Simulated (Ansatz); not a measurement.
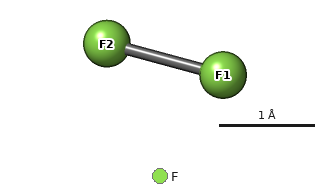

**Figure 1.** The structure as given in the input (ball-and-stick view, seen at a tilt; atoms are numbered from 1 in the order of the input).

## What a change does: single-point calculation on F₂

System: F₂.
Method of run A: RKS SPW92/def2-TZVPP (Ansatz 0.2.0).

The geometry comes from this level: PBE0-D4/def2-TZVP. Text and figures count atoms from 1; the logs count them from 0 in places.

**Input, run A**
```yaml
crystal:
  periodic: [false, false, false]
  atoms:
    - {symbol: F, position_ang: [-0.583942, 0.212406, -0.294954]}
    - {symbol: F, position_ang: [0.583942, -0.212406, 0.294954]}
basis:
  gaussian: {orbitals: def2-TZVPP}
hamiltonian: {xc: lda}
output: {orbitals: {seedname: orbitals}}
```

Hardware: 2 CPU threads, shared host.

**Output (run A)**
```
Functional definition: SPW92
  exchange = slater_x
  correlation = pw_c
312 factors; their error is unknown
mean field evaluation 1: about -5396.6146 eV, gradient 1.7e1 eV
mean field evaluation 2: about -5396.7727 eV, gradient 1.1e1 eV
mean field evaluation 4: about -5396.9189 eV, gradient 7.8e-1 eV
mean field evaluation 8: about -5396.9174 eV, gradient 1.6e-3 eV
mean field -5396.91744717 eV, -198.3330580214 hartree, gradient 4.6e-5 eV, S^2 0.000000; 0 other end points of the search recorded, 0 dependent functions left out
reference -5396.91745565 eV, -198.3330583331 hartree; 9, 9 occupied and 53, 53 virtual orbitals, 312 factors
Total energy: -5396.91745565 eV, -198.3330583331 hartree
```

For run B the input was changed thus:
```diff
-hamiltonian: {xc: lda}
+hamiltonian: {xc: {name: r2SCANh}, dispersion: d4}
```

What does this change do to the results?

The total energies belong to different models, so their difference says nothing on which is more stable or more accurate. The HOMO goes from −9.40 to −10.66 eV. The LUMO goes from −5.47 to −4.03 eV.

**Output (run B)**
```
Functional definition: r2SCANh
  parameter a = 0.1
  parameter k0 = 0.174
  parameter k1 = 0.065
  parameter a1 = 4.9479
  exchange = (1 - a)*r2scan_x(k0 = k0, k1 = k1, a1 = a1) + a*exact_x
  correlation = r2scan_c
312 factors; their error is unknown
mean field evaluation 1: about -5428.4966 eV, gradient 1.5e1 eV
mean field evaluation 2: about -5428.6664 eV, gradient 7.7e0 eV
mean field evaluation 4: about -5428.7316 eV, gradient 3.8e-1 eV
mean field evaluation 8: about -5428.7414 eV, gradient 7.9e-4 eV
mean field -5428.74137693 eV, -199.5025658690 hartree, gradient 3.0e-6 eV, S^2 0.000000; 0 other end points of the search recorded, 0 dependent functions left out
reference -5428.74137906 eV, -199.5025659475 hartree; 9, 9 occupied and 53, 53 virtual orbitals, 312 factors
Total energy: -5428.74262302 eV, -199.5026116620 hartree
```

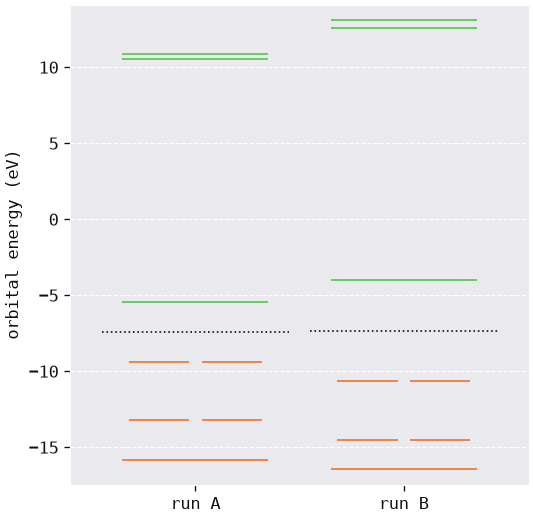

**Figure 2.** The five highest filled and three lowest empty orbital energies of the two runs; the dotted lines part filled from empty levels. The HOMO–LUMO gap is 3.94 eV in run A and 6.63 eV in run B.

**The two runs side by side**

| quantity | run A | run B |
| --- | --- | --- |
| outcome | converged | converged |
| total energy (hartree) | −198.333058 | −199.502612 |
| HOMO (eV) | −9.40 | −10.66 |
| LUMO (eV) | −5.47 | −4.03 |
| basis functions | 62 | 62 |
